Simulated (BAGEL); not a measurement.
# singlet SiN2H4F−: levels of theory compared

We compute a comparison of 5 runs (HF/STO-3G, B3LYP/6-31G*, B3LYP/def2-SVPD, PBE0/def2-SVPD, RI-MP2/def2-SVPD) of singlet SiN2H4F−. 

The calculation is run with BAGEL 1.2.2.

**1. The system as given**

SiN2H4F− has 8 atoms, charge -1, and is taken as a singlet. SMILES of the parent species: `N[Si](N)F`. The coordinates come from a PBE0-D4/def2-TZVP relaxation. This is one conformer, not always the lowest. That shape belongs to the parent species and isn't relaxed for this state.

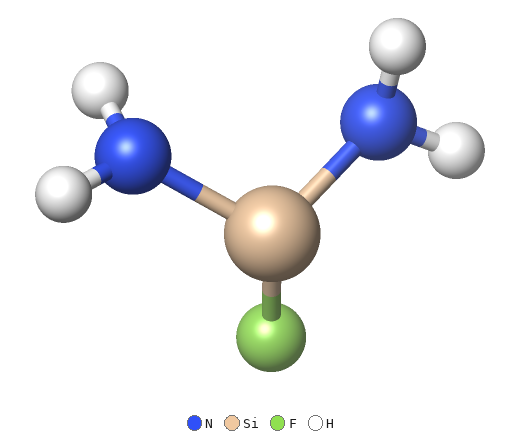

The structure, seen from a chosen angle (nitrogen blue, silicon light orange, fluorine green, hydrogen white).

**2. A single-point energy at HF/STO-3G (density fitting with qzvpp-jkfit) (run 1)**

input.json

```json
{ "bagel" : [

{
  "title" : "molecule",
  "basis" : "sto-3g",
  "df_basis" : "qzvpp-jkfit",
  "angstrom" : true,
  "geometry" : [
    { "atom" : "N", "xyz" : [      -0.814900,       1.031500,      -0.359900 ] },
    { "atom" : "Si", "xyz" : [       0.517200,      -0.020700,      -0.581300 ] },
    { "atom" : "N", "xyz" : [       0.780300,      -0.793300,       0.910700 ] },
    { "atom" : "F", "xyz" : [       0.045300,      -0.971200,      -1.794000 ] },
    { "atom" : "H", "xyz" : [      -1.331700,       1.348900,      -1.165000 ] },
    { "atom" : "H", "xyz" : [      -0.763800,       1.744700,       0.350200 ] },
    { "atom" : "H", "xyz" : [       1.648600,      -1.254800,       1.120500 ] },
    { "atom" : "H", "xyz" : [       0.011100,      -1.142300,       1.463200 ] }
  ]
},

{
  "title" : "hf",
  "charge" : -1
},

{
  "title" : "print",
  "file" : "orbitals.molden",
  "orbitals" : true
}

]}
```

Launch:

```bash
$ BAGEL_NUM_THREADS=1 BAGEL input.json > input.out
```

The program printed:

```text
* using 1 threads per process

  ===============================================================
  ===============================================================

  *** Geometry ***

  { "atom" : "N", "xyz" : [     -1.539938,      1.949252,     -0.680112 ] },
  { "atom" : "Si", "xyz" : [      0.977366,     -0.039117,     -1.098498 ] },
  { "atom" : "N", "xyz" : [      1.474553,     -1.499120,      1.720974 ] },
  { "atom" : "F", "xyz" : [      0.085605,     -1.835302,     -3.390169 ] },
  { "atom" : "H", "xyz" : [     -2.516548,      2.549052,     -2.201531 ] },
  { "atom" : "H", "xyz" : [     -1.443373,      3.297005,      0.661782 ] },
  { "atom" : "H", "xyz" : [      3.115402,     -2.371228,      2.117438 ] },
  { "atom" : "H", "xyz" : [      0.020976,     -2.158634,      2.765047 ] },

  Number of auxiliary basis functions:      431

  Since a DF basis is specified, we compute 2- and 3-index integrals:
    o Being stored without compression. Storage requirement is 0.003 GB

  Number of basis functions:       28
  Number of electrons      :       41

    * METHOD: MOLECULE                             0.11

  *** RHF ***

  === Nuclear Repulsion ===
   175.0785600732

      * DIIS with orbital gradients will be used.

  === RHF iteration (sto-3g) ===
      0       -493.13677741          0.01691843           0.01
      1       -493.22462951          0.00300884           0.01
      2       -493.22855762          0.00085643           0.01
      3       -493.22910140          0.00020797           0.01
      4       -493.22914631          0.00005427           0.01
      5       -493.22915040          0.00001055           0.01
      6       -493.22915052          0.00000273           0.01
      7       -493.22915052          0.00000071           0.01
      8       -493.22915052          0.00000015           0.01
      9       -493.22915052          0.00000004           0.01
     10       -493.22915052          0.00000001           0.01
    * SCF iteration converged.

    * Permanent dipole moment:
           (    0.440832,     0.212371,    -0.252092) a.u.

    * METHOD: HF                                   0.19

    * METHOD: PRINT                                0.00

  ===============================================================
```

It took 0.42 s on 1 thread of Arm Neoverse V2, shared host.

**3. The energy at B3LYP/6-31G(d) (density fitting with qzvpp-jkfit, spherical functions) (run 2)**

dft.json

```json
{ "bagel" : [

{
  "title" : "molecule",
  "basis" : "6-31gs.json",
  "df_basis" : "qzvpp-jkfit",
  "angstrom" : true,
  "geometry" : [
    { "atom" : "N", "xyz" : [   -0.814900,    1.031500,   -0.359900 ] },
    { "atom" : "Si", "xyz" : [    0.517200,   -0.020700,   -0.581300 ] },
    { "atom" : "N", "xyz" : [    0.780300,   -0.793300,    0.910700 ] },
    { "atom" : "F", "xyz" : [    0.045300,   -0.971200,   -1.794000 ] },
    { "atom" : "H", "xyz" : [   -1.331700,    1.348900,   -1.165000 ] },
    { "atom" : "H", "xyz" : [   -0.763800,    1.744700,    0.350200 ] },
    { "atom" : "H", "xyz" : [    1.648600,   -1.254800,    1.120500 ] },
    { "atom" : "H", "xyz" : [    0.011100,   -1.142300,    1.463200 ] }
  ]
},
{ "title" : "ks", "xc_func" : "b3lyp", "charge" : -1 },
{ "title" : "print", "file" : "orbitals.molden", "orbitals" : true }

]}
```

The basis set 6-31G* is read from a file made from the Basis Set Exchange's data (not shown).

Launch:

```bash
$ BAGEL_NUM_THREADS=1 BAGEL dft.json > dft.out
```

The program printed:

```text
* using 1 threads per process

  ===============================================================
  ===============================================================

  *** Geometry ***

  { "atom" : "N", "xyz" : [     -1.539938,      1.949252,     -0.680112 ] },
  { "atom" : "Si", "xyz" : [      0.977366,     -0.039117,     -1.098498 ] },
  { "atom" : "N", "xyz" : [      1.474553,     -1.499120,      1.720974 ] },
  { "atom" : "F", "xyz" : [      0.085605,     -1.835302,     -3.390169 ] },
  { "atom" : "H", "xyz" : [     -2.516548,      2.549052,     -2.201531 ] },
  { "atom" : "H", "xyz" : [     -1.443373,      3.297005,      0.661782 ] },
  { "atom" : "H", "xyz" : [      3.115402,     -2.371228,      2.117438 ] },
  { "atom" : "H", "xyz" : [      0.020976,     -2.158634,      2.765047 ] },

  Number of auxiliary basis functions:      431

  Since a DF basis is specified, we compute 2- and 3-index integrals:
    o Being stored without compression. Storage requirement is 0.016 GB

  Number of basis functions:       68
  Number of electrons      :       41

    * METHOD: MOLECULE                             0.14

  *** Kohn-Sham DFT ***

    * Removing 14063 points whose weight is below 1.00e-10
    * Grid points: 105185

  === Nuclear Repulsion ===
   175.0785600732

       - DIIS with orbital gradients will be used.

  === KS iteration (b3lyp / 6-31gs.json) ===
      0       -468.07595733          0.16860847           0.23
      1       -456.07032123          0.16931209           0.22
      2       -388.73807489          0.22498810           0.22
      3       -483.50316840          0.16844220           0.21
      4       -498.99084319          0.07560575           0.22
      5       -500.64576676          0.04106290           0.22
      6       -501.25358980          0.00842833           0.22
      7       -501.27604216          0.00328472           0.22
      8       -501.27961442          0.00057117           0.22
      9       -501.27972116          0.00008761           0.22
     10       -501.27972373          0.00003512           0.22
     11       -501.27972411          0.00001308           0.22
     12       -501.27972416          0.00000495           0.22
     13       -501.27972417          0.00000221           0.22
     14       -501.27972417          0.00000050           0.22
     15       -501.27972417          0.00000017           0.22
     16       -501.27972417          0.00000007           0.22
     17       -501.27972417          0.00000002           0.22
     18       -501.27972417          0.00000001           0.21
    * SCF iteration converged.

    * Permanent dipole moment:
           (    1.256463,     0.231851,    -0.738336) a.u.

    * METHOD: KS                                   4.54

    * METHOD: PRINT                                0.01

  ===============================================================
```

Wall time 4.8 s (1 thread of Arm Neoverse V2, shared host); peak memory 0.36 GiB.

Runs 3 to 4 aren't shown in full; the table further down has their settings and results.

**4. A single-point energy at RI-MP2/def2-SVPD (density fitting with qzvpp-jkfit) (run 5)**

input.json

```json
{ "bagel" : [

{
  "title" : "molecule",
  "basis" : "def2-svpd.json",
  "df_basis" : "qzvpp-jkfit",
  "angstrom" : true,
  "geometry" : [
    { "atom" : "N", "xyz" : [   -0.814900,    1.031500,   -0.359900 ] },
    { "atom" : "Si", "xyz" : [    0.517200,   -0.020700,   -0.581300 ] },
    { "atom" : "N", "xyz" : [    0.780300,   -0.793300,    0.910700 ] },
    { "atom" : "F", "xyz" : [    0.045300,   -0.971200,   -1.794000 ] },
    { "atom" : "H", "xyz" : [   -1.331700,    1.348900,   -1.165000 ] },
    { "atom" : "H", "xyz" : [   -0.763800,    1.744700,    0.350200 ] },
    { "atom" : "H", "xyz" : [    1.648600,   -1.254800,    1.120500 ] },
    { "atom" : "H", "xyz" : [    0.011100,   -1.142300,    1.463200 ] }
  ]
},
{ "title" : "hf", "charge" : -1 },
{ "title" : "mp2", "charge" : -1, "ncore" : 8 }

]}
```

The basis set def2-SVPD is read from a file made from the Basis Set Exchange's data (not shown).

Launch:

```bash
$ BAGEL_NUM_THREADS=1 BAGEL input.json > input.out
```

The program printed:

```text
* using 1 threads per process

  ===============================================================
  ===============================================================

  *** Geometry ***

  { "atom" : "N", "xyz" : [     -1.539938,      1.949252,     -0.680112 ] },
  { "atom" : "Si", "xyz" : [      0.977366,     -0.039117,     -1.098498 ] },
  { "atom" : "N", "xyz" : [      1.474553,     -1.499120,      1.720974 ] },
  { "atom" : "F", "xyz" : [      0.085605,     -1.835302,     -3.390169 ] },
  { "atom" : "H", "xyz" : [     -2.516548,      2.549052,     -2.201531 ] },
  { "atom" : "H", "xyz" : [     -1.443373,      3.297005,      0.661782 ] },
  { "atom" : "H", "xyz" : [      3.115402,     -2.371228,      2.117438 ] },
  { "atom" : "H", "xyz" : [      0.020976,     -2.158634,      2.765047 ] },

  Number of auxiliary basis functions:      431

  Since a DF basis is specified, we compute 2- and 3-index integrals:
    o Being stored without compression. Storage requirement is 0.049 GB

  Number of basis functions:      119
  Number of electrons      :       41

    * METHOD: MOLECULE                             0.18

  *** RHF ***

  === Nuclear Repulsion ===
   175.0785600732

      * DIIS with orbital gradients will be used.

  === RHF iteration (def2-svpd.json) ===
      0       -498.93673566          0.02426992           0.07
      1       -499.22208522          0.01775219           0.07
      2       -499.40931835          0.00176078           0.07
      3       -499.41346140          0.00068951           0.07
      4       -499.41397029          0.00018867           0.07
      5       -499.41404753          0.00005103           0.07
      6       -499.41405343          0.00001972           0.07
      7       -499.41405413          0.00000510           0.07
      8       -499.41405416          0.00000259           0.07
      9       -499.41405417          0.00000088           0.07
     10       -499.41405417          0.00000037           0.07
     11       -499.41405417          0.00000013           0.07
     12       -499.41405417          0.00000004           0.07
     13       -499.41405417          0.00000002           0.07
     14       -499.41405417          0.00000001           0.07
    * SCF iteration converged.

    * Permanent dipole moment:
           (    1.483310,     0.272949,    -1.005587) a.u.

    * METHOD: HF                                   1.18

  *** RHF ***

  === Nuclear Repulsion ===
   175.0785600732

      * DIIS with orbital gradients will be used.

  === RHF iteration (def2-svpd.json) ===
      0       -499.41405417          0.00000000           0.06
    * SCF iteration converged.

    * Permanent dipole moment:
           (    1.483310,     0.272949,    -1.005587) a.u.

  === DF-MP2 calculation ===

    * freezing 8 orbitals
    * 3-index integral transformation done
    * assembly done

      MP2 correlation energy:   -0.6765413749      0.06

      MP2 total energy:       -500.0905955431

    * METHOD: MP2                                  0.20

  ===============================================================
```

Wall time 1.7 s (1 thread of Arm Neoverse V2, shared host); peak memory 0.14 GiB.

**5. All runs side by side**

```csv
run,level,frozen core orbitals,energy (Eh),HOMO energy (eV),LUMO energy (eV),HOMO–LUMO gap (eV),wall time
1,HF/STO-3G (density fitting with qzvpp-jkfit),–,-493.229151,5.31,22.12,16.81,0.42 s
2,"B3LYP/6-31G* (density fitting with qzvpp-jkfit, spherical functions)",–,-501.279724,2.92,7.08,4.16,4.8 s
3,B3LYP/def2-SVPD (density fitting with qzvpp-jkfit),–,-501.122545,1.48,4.56,3.09,9.9 s
4,PBE0/def2-SVPD (density fitting with qzvpp-jkfit),–,-500.752631,1.42,4.85,3.43,9.3 s
5,RI-MP2/def2-SVPD (density fitting with qzvpp-jkfit),8,-500.090596,–,–,–,1.7 s
```

**6. Summary of results**

```
                                          quantity          value
                               run 5: total energy  -500.09060 Eh
run 5: correlation energy (8 core orbitals frozen)     -676.5 mEh
```

Over runs 1, 2, 3, 4 the HOMO–LUMO gap runs from 3.09 eV (B3LYP/def2-SVPD) to 16.81 eV (HF/STO-3G). The two ends differ in method and basis. The empty levels of an anion lie above zero and hang on the basis. Totals of different functionals can't be ranked against each other. In runs 1, 2, 3, 4 the HOMO lies above zero, from self-interaction, a short basis or an electron that isn't bound. In run 1 the basis is minimal, so the values are rough. All runs together took 26 s, the longest 9.9 s.
